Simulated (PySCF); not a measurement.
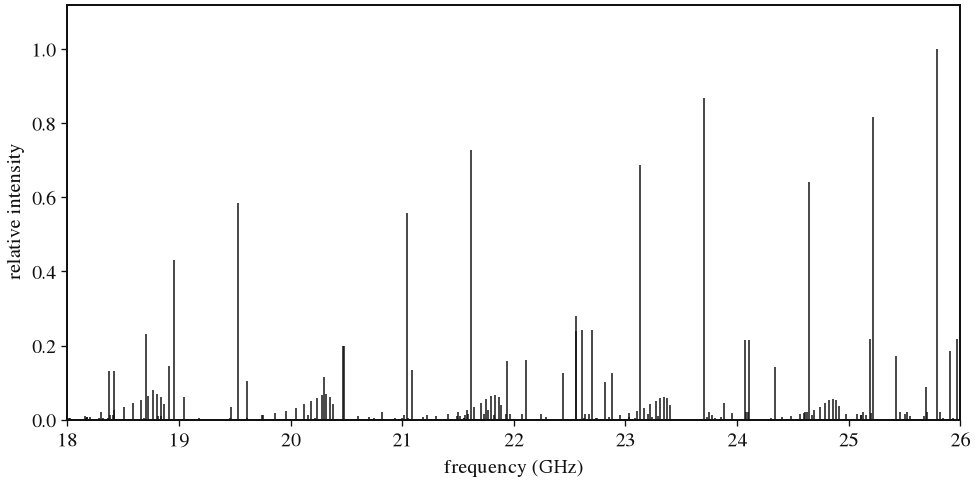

Simulated rotational absorption lines between 18 and 26 GHz at 10 K: rigid rotor with the equilibrium constants and dipole of one optimised conformer (PBE0-D3(BJ)/def2-SVP, PySCF 2.14.0), commonest isotopes; no centrifugal distortion, hyperfine structure, internal rotation or nuclear-spin weights; lines within 1 MHz of each other are summed.

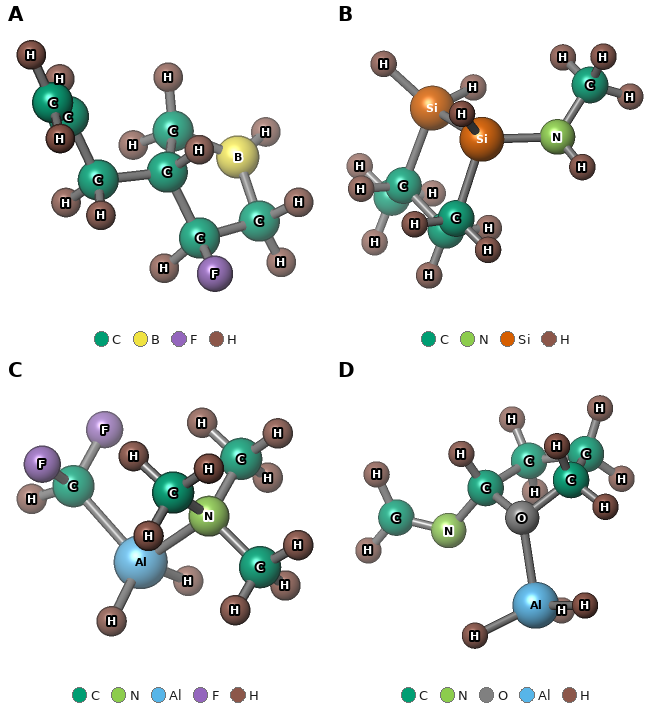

Which molecule gives this spectrum? The candidates are drawn in the second picture.

Answer. Structure D, C₅H₁₂AlNO, SMILES C=N[C@@H]1CCC[O+]1[AlH3-], singlet. Rotational constants A, B, C = 1.927, 1.689, 1.043 GHz, |μa|, |μb|, |μc| = 1.87, 6.83, 1.63 D.

Known limits of this run: coarse grid, loose stop and no frequency check, small forces are noise and the end may be a saddle.
